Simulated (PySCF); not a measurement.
System: C$_{4}$H$_{14}$O$_{2}$Si$_{3}$.

```csv
atom,x (Å),y (Å),z (Å)
C,-1.3191,-1.9882,-0.1057
Si,-0.8993,-0.1596,0.1828
C,0.8785,0.1459,0.7750
C,1.9153,-0.4995,-0.1452
Si,3.7001,-0.1802,0.4281
C,-1.4018,0.9380,-1.3252
O,-2.4647,1.7723,-0.8946
Si,-2.9595,1.6643,0.6486
O,-1.9618,0.4994,1.2388
H,-1.1897,-2.5594,0.8085
H,-0.6700,-2.4224,-0.8593
H,-2.3465,-2.1190,-0.4332
H,1.0777,1.2167,0.8495
H,0.9952,-0.2574,1.7818
H,1.7287,-1.5734,-0.1900
H,1.7757,-0.1256,-1.1612
H,4.6305,-0.8239,-0.5025
H,3.8814,-0.7352,1.7717
H,3.9545,1.2624,0.4570
H,-0.5966,1.5864,-1.6828
H,-1.7602,0.3623,-2.1833
H,-2.6617,2.8839,1.3785
H,-4.3116,1.1391,0.7186
```

Geometry: GFN2-xTB.

All numbers below come from PBE0/pcSseg-1, SCF density, gas phase, non-relativistic in PySCF.

Question: What can the converged electron density and electron localisation function tell about the bonding?

Answer: C–C (1.53 Å): ρ at the midpoint is about 1.6 e/Å³; the ELF peaks at about 0.95 between the atoms, as expected for a shared electron pair.
Si–O (1.64 Å): ρ is about 1.1 e/Å³ halfway; the ELF peaks at about 0.85 between the atoms: a polar covalent bond.
C–Si (1.90 Å): ρ at the midpoint is about 0.95 e/Å³; the ELF peaks at about 0.95 between the atoms; a shared electron pair.
Si–H (1.46 Å): ρ is about 0.8 e/Å³ halfway; the ELF climbs to about 1 towards the hydrogen, as it does in any bond to H.

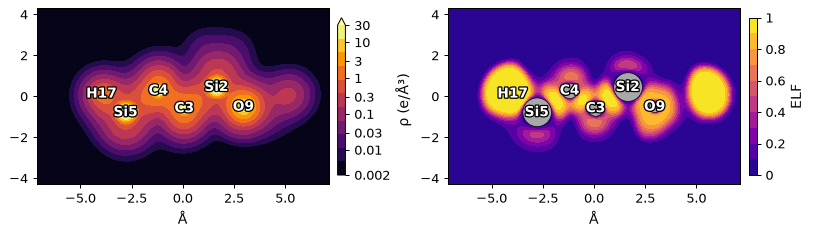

Computed electron density and electron localisation function on the plane of atoms Si2, C3 and C4, in this order. Grey discs cover the atomic cores in the ELF map. 
